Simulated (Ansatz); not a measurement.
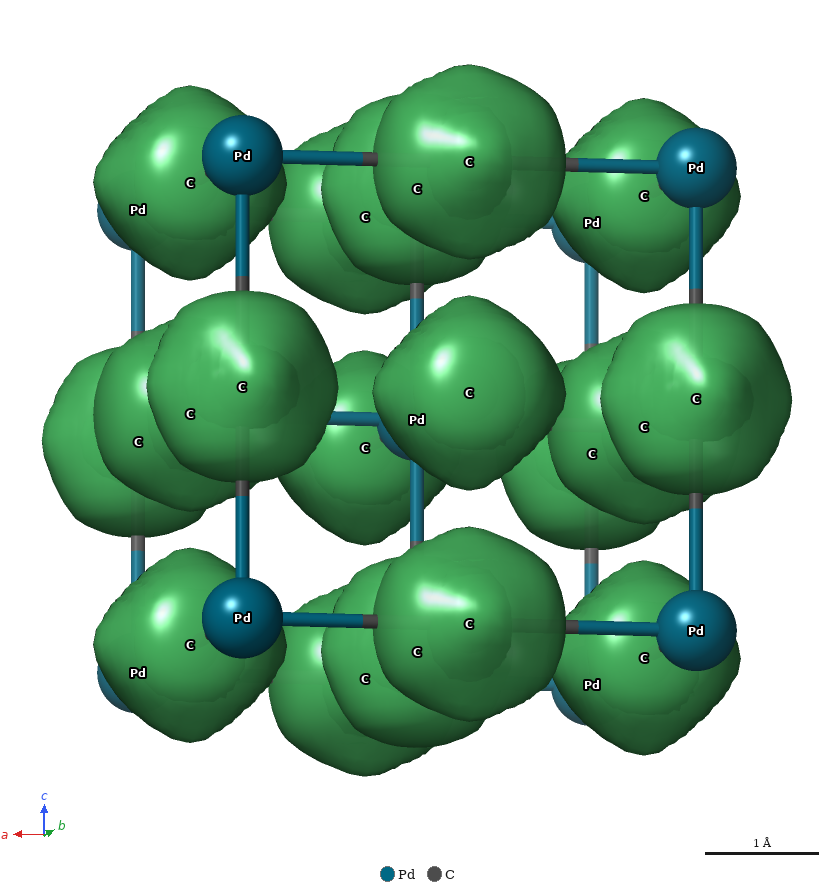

*PdC3. Isosurface of the electron localisation function at 0.65 (green), seen at an oblique angle. Core shells and regions of very low density are left out. Sticks mark near contacts.*

Space group Im-3m; a structure generated by program, which may or may not match a known phase.

Theory: DFT PBE, scalar-relativistic, plane waves, PAW (Ansatz 0.2.0).

Input

```
crystal:
  lattice:
    - [-2.067502972, 2.067502972, 2.067502972]
    - [2.067502972, -2.067502972, 2.067502972]
    - [2.067502972, 2.067502972, -2.067502972]
  atoms:
    - { symbol: Pd, position: [0.0, 0.0, 0.0] }
    - { symbol: C, position: [0.0, 0.5, 0.5] }
    - { symbol: C, position: [0.5, 0.0, 0.5] }
    - { symbol: C, position: [0.5, 0.5, 0.0] }
basis:
  ecutwfc: 420
kpoints:
  mp_grid: { grid: [16, 16, 16] }
hamiltonian:
  xc: pbe
scf:
  occupations: { method: gaussian, width: 0.1 }
output:
  forces: true
  stress: true
  eigenvalues: true
  write_density: true
  write_potential: true
  elf: true
  volumetric_format: npy
relax:
  adjacent_minimum: "off"
  f_tol: 0.01
  max_steps: 80
  cell: { stress_tol: 0.05 }
```

Launched as:

```sh
ansatz run input.yaml --threads 1 --pin off --max-ram 2048MiB --backend cpu --events-out ev --progress --plain --runs-dir out
```

Below, planes, directions and counts refer to the conventional cell (a = 4.14 Å, b = 4.14 Å, c = 4.14 Å, α = 90.00°, β = 90.00°, γ = 90.00°).

The fields are those of the run's last geometry, not of the input's.

Q: Identify the bonds, lone pairs and shells in this picture.

A: The ELF exceeds this value in six regions wrapped around C (the valence shell of each), counted in one cell of 8 atoms. Regions shared between cells count once.

Values along the shortest contacts:
Pd–C (2.07 Å): the ELF peaks at about 0.85 in the valence shell of C, 0.6 Å from its nucleus, and is about 0.30 at the midpoint.
